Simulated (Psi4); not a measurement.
## Field calculation of BH$_{3}$O (charge −1)

The run: field calculation of BH$_{3}$O, charge −1, multiplicity 2. Method and program: MS2/6-311G*, UKS, in an applied electric field (Psi4 1.11).

The geometry comes from this level: GFN2-xTB.

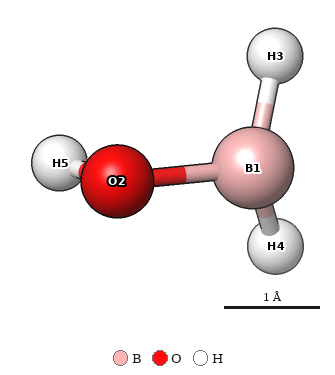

Fig. 1: The structure (ball-and-stick view, seen at a tilt; atoms are numbered from 1 in the order of the input).

**Input (run.py)**
```python
import psi4

psi4.set_memory('1600 MB')
psi4.set_num_threads(1)
psi4.core.set_output_file('run.log', False)

molecule = psi4.geometry("""
-1 2
B
O 1 1.52749
H 1 1.267057 2 111.74232
H 1 1.266831 3 109.51357 2 124.3733
H 2 0.962563 1 108.19583 4 -62.00387
symmetry c1
no_reorient
no_com
""")

psi4.set_options({
    'basis': '6-311G*',
    'reference': 'uks',
    'perturb_h': True,
    'perturb_with': 'dipole',
    'perturb_dipole': [0.01, 0.0, 0.0],
    'dft_pruning_scheme': 'none',
    'ints_tolerance': 1e-08,
    'df_scf_guess': False,
})

energy_value, wavefunction = psi4.energy("MS2", return_wfn=True)
print('E =', round(energy_value, 9))
```

Run as:
```bash
python run.py
```

**What the program printed**
```
=> Loading Basis Set <=

    Name: 6-311G*
    Role: ORBITAL
    Keyword: BASIS

         ---------------------------------------------------------
                                   SCF
                              UKS Reference
                        1 Threads,   1525 MiB Core
         ---------------------------------------------------------

  ==> Geometry <==

    Molecular point group: c1
    Full point group: C1

    Geometry (in Angstrom), charge = -1, multiplicity = 2:

       Center              X                  Y                   Z               Mass
    ------------   -----------------  -----------------  -----------------  -----------------
         B            0.059949653716    -0.032755695551    -0.843497939343    11.009305360000
         O            0.059949653716    -0.032755695551     0.683992060657    15.994914619570
         H            0.059949653716     1.144161874226    -1.312857583114     1.007825032230
         H           -0.925605635038    -0.675538621451    -1.312935544930     1.007825032230
         H           -0.740668117489     0.409050926724     0.984567545208     1.007825032230

  Running in c1 symmetry.

  Rotational constants: A =      4.84985  B =      0.79882  C =      0.76822 [cm^-1]
  Rotational constants: A = 145394.95139  B =  23947.99541  C =  23030.79594 [MHz]
  Nuclear repulsion =   28.035681405593465

  Charge       = -1
  Multiplicity = 2
  Electrons    = 17
  Nalpha       = 9
  Nbeta        = 8

  ==> Algorithm <==

  SCF Algorithm Type is DF.
  DIIS enabled.
  MOM disabled.
  Fractional occupation disabled.
  Guess Type is SAD.
  Energy threshold   = 1.00e-06
  Density threshold  = 1.00e-06
  Integral threshold = 1.00e-08

  ==> Primary Basis <==

  Basis Set: 6-311G*
    Blend: 6-311G*
    Number of shells: 25
    Number of basis functions: 45
    Number of Cartesian functions: 47
    Spherical Harmonics?: true
    Max angular momentum: 2

  ==> DFT Potential <==

   => LibXC <=

    Version 7.1.2

   => Composite Functional: MGGA_MS2 <=

    MGGA_MS2 Meta-GGA XC Functional

    Deriv               =              1
    GGA                 =           TRUE
    Meta                =           TRUE

    Exchange Hybrid     =          FALSE
    MP2 Hybrid          =          FALSE

   => Exchange Functionals <=

    1.0000    XC_MGGA_X_MS2

   => Correlation Functionals <=

    1.0000   XC_GGA_C_REGTPSS

   => LibXC Density Thresholds  <==

    XC_GGA_C_REGTPSS:  1.00E-15
    XC_MGGA_X_MS2:  1.00E-15

   => Molecular Quadrature <=

    Radial Scheme          =       TREUTLER
    Pruning Scheme         =           NONE
    Nuclear Scheme         =       TREUTLER

    Blocking Scheme        =         OCTREE
    BS radius alpha        =              1
    Pruning alpha          =              1
    Radial Points          =             75
    Spherical Points       =            302
    Total Points           =         109302
    Total Blocks           =            859
    Max Points             =            256
    Max Functions          =             45
    Weights Tolerance      =       1.00E-15

   => Loading Basis Set <=

    Name: (6-311G* AUX)
    Role: JKFIT
    Keyword: DF_BASIS_SCF

  ==> Integral Setup <==

  DFHelper Memory: AOs need 0.005 GiB; user supplied 0.792 GiB.
  SCF_SUBTYPE=INCORE selected. In-core MEM_DF algorithm will be used.
  Using in-core AOs.

  ==> MemDFJK: Density-Fitted J/K Matrices <==

    J tasked:                   Yes
    K tasked:                    No
    wK tasked:                   No
    Memory [MiB]:               811
    Algorithm:                 Core
    Schwarz Cutoff:           1E-08
    Mask sparsity (%):       0.1975
    Fitting Condition:        1E-10

   => Auxiliary Basis Set <=

  Basis Set: (6-311G* AUX)
    Blend: CC-PVTZ-JKFIT
    Number of shells: 80
    Number of basis functions: 248
    Number of Cartesian functions: 297
    Spherical Harmonics?: true
    Max angular momentum: 4

  Cached 100.0% of DFT collocation blocks in 0.325 [GiB].

  Perturbing V by 0.010000 mu(x).
  Minimum eigenvalue in the overlap matrix is 1.2338859244E-02.
  Reciprocal condition number of the overlap matrix is 2.5154504583E-03.
    Using symmetric orthogonalization.

  ==> Pre-Iterations <==

  SCF Guess: Superposition of Atomic Densities via on-the-fly atomic UHF (no occupation information).

   -------------------------
    Irrep   Nso     Nmo
   -------------------------
     A         45      45
   -------------------------
    Total      45      45
   -------------------------

  ==> Iterations <==

                           Total Energy        Delta E     RMS |[F,P]|

   @DF-UKS iter SAD:  -101.26940034727670   -1.01269e+02   0.00000e+00
   @DF-UKS iter   1:  -101.60819142470821   -3.38791e-01   1.74903e-02 ADIIS/DIIS
   @DF-UKS iter   2:  -101.05263855845163    5.55553e-01   3.03048e-02 ADIIS/DIIS
   @DF-UKS iter   3:  -101.88564682791188   -8.33008e-01   3.33330e-03 ADIIS/DIIS
   @DF-UKS iter   4:  -101.89663799861093   -1.09912e-02   1.74738e-03 ADIIS/DIIS
   @DF-UKS iter   5:  -101.90017028159617   -3.53228e-03   1.93671e-04 ADIIS/DIIS
   @DF-UKS iter   6:  -101.90021589928988   -4.56177e-05   2.68184e-05 DIIS
   @DF-UKS iter   7:  -101.90021688280910   -9.83519e-07   5.91606e-06 DIIS
   @DF-UKS iter   8:  -101.90021692419893   -4.13898e-08   1.19467e-06 DIIS
   @DF-UKS iter   9:  -101.90021692663593   -2.43701e-09   2.00704e-07 DIIS
  Energy and wave function converged.

  ==> Post-Iterations <==

   Electrons on quadrature grid:
      Nalpha   =    8.9999918598 ; deviation = -8.140e-06
      Nbeta    =    7.9999975826 ; deviation = -2.417e-06
      Ntotal   =   16.9999894424 ; deviation = -1.056e-05

   @Spin Contamination Metric:   2.068685483E-03
   @S^2 Expected:                7.500000000E-01
   @S^2 Observed:                7.520686855E-01
   @S   Expected:                5.000000000E-01
   @S   Observed:                5.000000000E-01

    Orbital Energies [Eh]
    ---------------------

    Alpha Occupied:

       1A    -18.619624     2A     -6.336938     3A     -0.688405
       4A     -0.226512     5A     -0.156919     6A     -0.070955
       7A     -0.051582     8A      0.027186     9A      0.104289

    Alpha Virtual:

      10A      0.247122    11A      0.307289    12A      0.346973
      13A      0.354454    14A      0.450384    15A      0.490772
      16A      0.559886    17A      0.603801    18A      0.646998
      19A      0.701578    20A      0.767513    21A      1.007369
      22A      1.041034    23A      1.089564    24A      1.175323
      25A      1.183405    26A      1.275636    27A      1.347092
      28A      1.480133    29A      1.608793    30A      2.001696
      31A      2.106089    32A      2.214687    33A      2.348105
      34A      2.631239    35A      2.681804    36A      3.083401
      37A      3.235464    38A      3.297565    39A      3.589184
      40A      3.775938    41A      5.139107    42A      5.231052
      43A      5.354117    44A     14.265723    45A     49.874422

    Beta Occupied:

       1A    -18.618923     2A     -6.328612     3A     -0.688132
       4A     -0.214440     5A     -0.145941     6A     -0.065302
       7A     -0.045686     8A      0.029982

    Beta Virtual:

       9A      0.200887    10A      0.253530    11A      0.308982
      12A      0.355706    13A      0.369860    14A      0.461591
      15A      0.546977    16A      0.580681    17A      0.621103
      18A      0.663054    19A      0.706594    20A      0.776221
      21A      1.015871    22A      1.061183    23A      1.111334
      24A      1.184117    25A      1.223619    26A      1.301520
      27A      1.362194    28A      1.495411    29A      1.614325
      30A      2.028980    31A      2.111888    32A      2.225811
      33A      2.355972    34A      2.616283    35A      2.659569
      36A      3.089870    37A      3.245620    38A      3.304697
      39A      3.599102    40A      3.788867    41A      5.143939
      42A      5.236295    43A      5.365581    44A     14.255831
      45A     49.874768

    Final Occupation by Irrep:
              A
    DOCC [     8 ]
    SOCC [     1 ]
    NA   [     9 ]
    NB   [     8 ]

  @DF-UKS Final Energy:  -101.90021692663593

   => Energetics <=

    Nuclear Repulsion Energy =             28.0356814055934649
    One-Electron Energy =                -198.3195181445492210
    Two-Electron Energy =                  82.3954471495375174
    DFT Exchange-Correlation Energy =     -14.0118273372176940
    Empirical Dispersion Energy =           0.0000000000000000
    VV10 Nonlocal Energy =                  0.0000000000000000
    Total Energy =                       -101.9002169266359346

  UHF NO Occupations:
  HONO-2 :    7  A 1.9997925
  HONO-1 :    8  A 1.9993279
  HONO-0 :    9  A 1.0000000
  LUNO+0 :   10  A 0.0006721
  LUNO+1 :   11  A 0.0002075
  LUNO+2 :   12  A 0.0000968
  LUNO+3 :   13  A 0.0000489

Computation Completed

Properties will be evaluated at   0.000000,   0.000000,   0.000000 [a0]

Properties computed using the SCF density matrix

 Multipole Moments:

 ------------------------------------------------------------------------------------
     Multipole            Electronic (a.u.)      Nuclear  (a.u.)        Total (a.u.)
 ------------------------------------------------------------------------------------

 L = 1.  Multiply by 2.5417464519 to convert [e a0] to [Debye]
 Dipole X            :          0.8478635           -1.5627631           -0.7148996
 Dipole Y            :         -0.6245862            0.8538730            0.2292868
 Dipole Z            :          2.0977716           -0.7309060            1.3668656
 Magnitude           :                                                    1.5594792

 ------------------------------------------------------------------------------------

	total time  =          6 seconds =       0.10 minutes
```

**Standard output**
```
E = -101.900216927
```

**Results in brief**

- outcome: converged
- total energy: −101.900217 hartree
- basis functions: 45
- ⟨S²⟩: 0.752
- hardware: 1 thread of Intel Xeon @ 2.50GHz (Skylake/Cascade Lake), 64 GiB of memory available, shared host
- wall time: 8.4 s
- peak memory: 0.54 GiB

Settings chosen away from the usual ones: dft_pruning_scheme set to none; ints_tolerance set to 1e-08; df_scf_guess set to false. The record of the run, not the program, notes: unbound anion.
